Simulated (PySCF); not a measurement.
## EPR calculation of C3H10NOSi

- system: C3H10NOSi, multiplicity 2
- method: UKS B3LYP, pcH-1 on C H N O Si, non-relativistic, mean-field spin-orbit, GIAO (PySCF 2.14.0)

It belongs to a series of runs on one base structure; here: H removed from O.

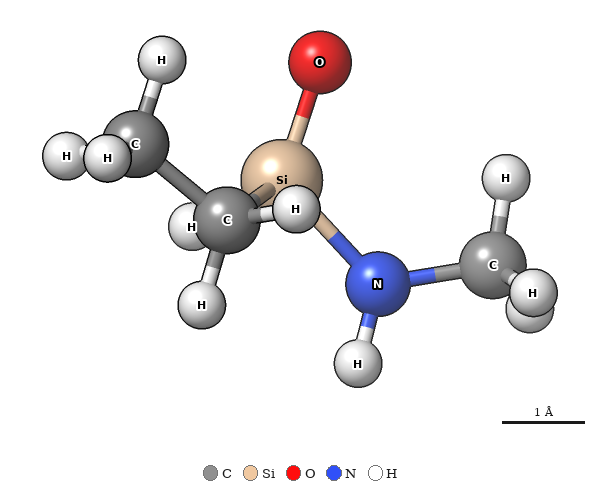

*The structure as given in the input (ball-and-stick view, seen at a tilt).*

Summary

| quantity | value |
| --- | --- |
| outcome | converged |
| total energy | −539.821510 hartree |
| ⟨S²⟩ | 0.756 |
| isotropic g | 2.0069 |
| hardware | 1 CPU thread, shared host |
| wall time | 59 s |
| peak memory | 1 GiB |

Input
```
{"job": {"kind": "epr", "basis": "pcH-1"}, "charge": 0, "multiplicity": 2}
C     -2.545187    -0.052823     0.532569
C     -1.174104    -0.639764     0.408983
Si     0.064296     0.839883    -0.138474
O      0.046963     1.965665     0.881400
N      1.507962    -0.125335    -0.303861
C      2.643244     0.005807     0.546933
H     -3.239860    -0.804757     0.916009
H     -2.914214     0.292504    -0.430045
H     -2.538208     0.786916     1.221426
H     -0.788316    -0.984801     1.360827
H     -1.118276    -1.427482    -0.333688
H     -0.334705     0.947593    -1.547891
H      1.546526    -0.933902    -0.904638
H      3.561346     0.084165    -0.044804
H      2.754579    -0.852930     1.219883
H      2.520356     0.908206     1.138925
```

The first line tells a small driver script what to run in PySCF; the rest is the geometry in Å.

Command:
```bash
OMP_NUM_THREADS=1 python <driver script> task.json out
```

Output
```
UKS, coarse grid
  cycle   1  E = -539.54785205  |g| = 8.07e-01
  cycle   2  E = -535.47000774  |g| = 2.52e+00
  cycle   3  E = -539.75651554  |g| = 3.25e-01
  cycle   4  E = -539.75752246  |g| = 3.81e-01
  cycle   5  E = -539.81686468  |g| = 9.60e-02
  cycle   6  E = -539.81895157  |g| = 7.22e-02
  cycle   7  E = -539.82129382  |g| = 2.35e-02
  cycle   8  E = -539.82152388  |g| = 8.57e-03
  cycle   9  E = -539.82156022  |g| = 3.77e-03
  cycle  10  E = -539.82156669  |g| = 2.83e-03
  cycle  11  E = -539.82156997  |g| = 9.62e-04
UKS, final grid
  cycle   1  E = -539.82150593  |g| = 2.99e-03
  cycle   2  E = -539.82145217  |g| = 1.15e-02
  cycle   3  E = -539.82151010  |g| = 3.18e-04
  cycle   4  E = -539.82151013  |g| = 2.15e-04
  cycle   5  E = -539.82151016  |g| = 1.46e-04
  cycle   6  E = -539.82151018  |g| = 1.73e-05
  cycle   7  E = -539.82151018  |g| = 5.98e-06
E = -539.82151018 Eh   <S^2> = 0.7562 (exact 0.7500)
g shifts (ppm)      1          2          3
  rmc          -205       -205       -205
  gc             -0         49         51
  oz_so         274       5795       8194
  total          69       5639       8040
hyperfine (MHz)  atom isotope    a_iso     a_fc   dipolar eigenvalues
    0   13C      -8.26      -8.27     -3.18     -2.89      6.08
    1   13C     120.91     120.94    -32.84    -32.68     65.52
    2  29Si      93.11      93.28     -3.12      0.20      2.93
    3   17O     -10.55      -9.63    -66.16     32.30     33.86
    4   14N      12.09      12.02    -16.56    -16.44     33.00
    5   13C     -14.05     -14.08     -2.28      0.26      2.02
    6    1H      71.38      71.38     -3.68     -0.43      4.11
    7    1H       5.01       5.01     -3.38     -1.55      4.93
    8    1H       8.57       8.57     -3.77     -1.06      4.83
    9    1H     -10.92     -10.92    -14.13     -2.67     16.80
   10    1H      -5.25      -5.25    -14.36     -2.49     16.84
   11    1H     189.82     189.82     -2.60     -1.83      4.43
   12    1H     -22.52     -22.58    -18.48     -4.76     23.24
   13    1H      66.88      66.88     -3.28     -1.67      4.94
   14    1H      62.30      62.30     -2.88     -2.12      5.01
   15    1H       0.43       0.42     -3.08     -0.71      3.79
```

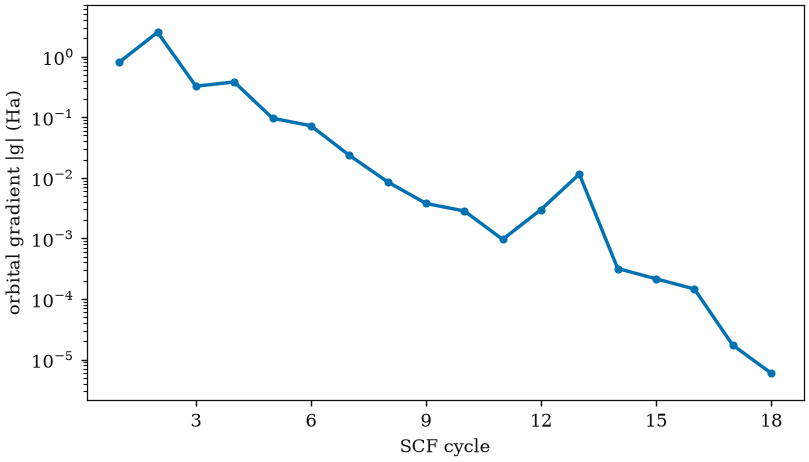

*Convergence of the self-consistent field: orbital gradient |g| against the SCF cycle.*

All cycles printed in the log are drawn one after another.

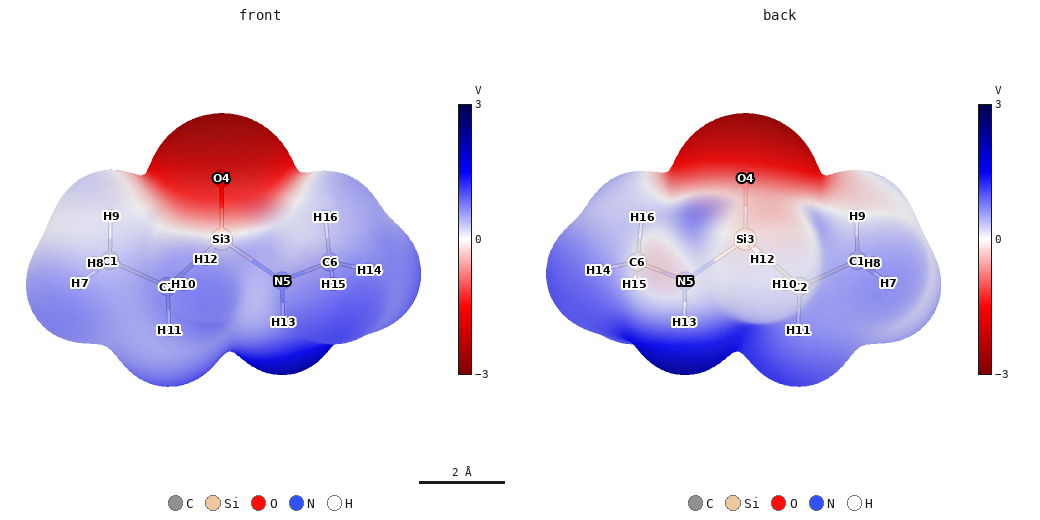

*The molecular electrostatic potential painted on the density surface at 0.002 e/bohr³, seen at a tilt and from behind; the colour scale runs from red (negative) to blue (positive).*

A positive charge is drawn to the negative regions and a negative charge to the positive ones.

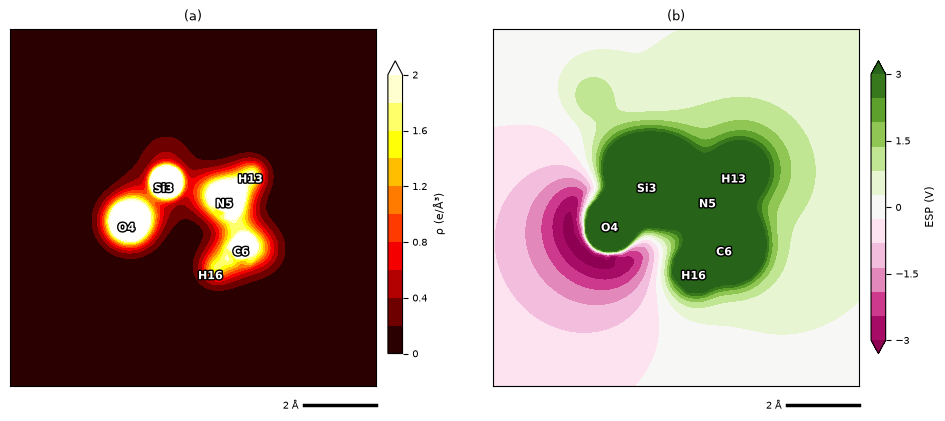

*(a) total electron density; (b) molecular electrostatic potential on the plane of atoms O4, Si3 and N5.*

Si–N (1.74 Å): ρ at the midpoint is about 0.8 e/Å³. N–H (1.01 Å): ρ at the midpoint is about 2.6 e/Å³, with its minimum of 1.8 e/Å³ about 0.9 Å from N. C–H (1.09 Å): ρ is about 1.5 e/Å³ halfway.
